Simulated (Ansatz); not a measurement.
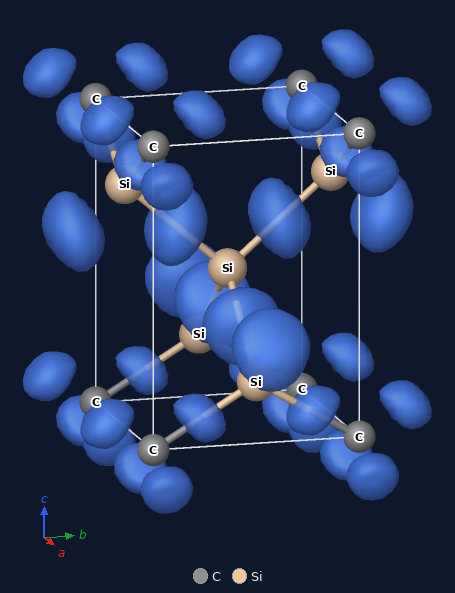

Si₃C. Isosurface of the ELF at 0.85 (blue), seen slightly off an axis. Core shells and regions of very low density are left out. Sticks mark near contacts.

Space group P-4m2; started from the ordered alloy on diamond lattice prototype, which need not be the ambient phase.

Level of theory: Ansatz, DFT, HSE06, plane waves, PAW.

Core electrons are frozen (PAW), and the valence fields are smoothed inside the atomic spheres.

The calculation's input:

```
crystal:
  lattice:
    - [3.4318102017, 0.0, 0.0]
    - [0.0, 3.4318102017, 0.0]
    - [0.0, 0.0, 5.0004336163]
  atoms:
    - { symbol: C, position: [0.0, 0.0, 0.0] }
    - { symbol: Si, position: [0.0, 0.5, 0.2031984776] }
    - { symbol: Si, position: [0.5, 0.5, 0.5] }
    - { symbol: Si, position: [0.5, 0.0, 0.7968015224] }
kpoints:
  mp_grid: { grid: [4, 4, 2] }
hamiltonian:
  xc: hse06
scf:
  occupations: { method: fermi_dirac, width: 0.02 }
  n_extra_bands: 5
output:
  forces: true
  stress: true
  eigenvalues: true
  write_density: true
  write_potential: true
  elf: true
  volumetric_format: npy
```

Command:

```sh
ansatz run input.yaml --threads 4 --pin off --max-ram 3686MiB --backend cpu --events-out ev --progress --plain --runs-dir out
```

Below, planes, directions and counts refer to the conventional cell (a = 3.43 Å, b = 3.43 Å, c = 5.00 Å, α = 90.00°, β = 90.00°, γ = 90.00°).

> Where are the electrons localised?

At this value the surface marks out four regions between bonded C–Si atoms (shared pairs) and four regions between bonded Si–Si atoms (shared pairs), counted in one cell of 4 atoms. Any copies at cell faces, edges or corners count once.

Values along the shortest contacts:
Si–C (1.99 Å): the ELF peaks at about 0.95 between the atoms, as expected for a covalent bond. Si–Si (2.27 Å): the ELF peaks at about 0.95 between the atoms: a covalent bond.
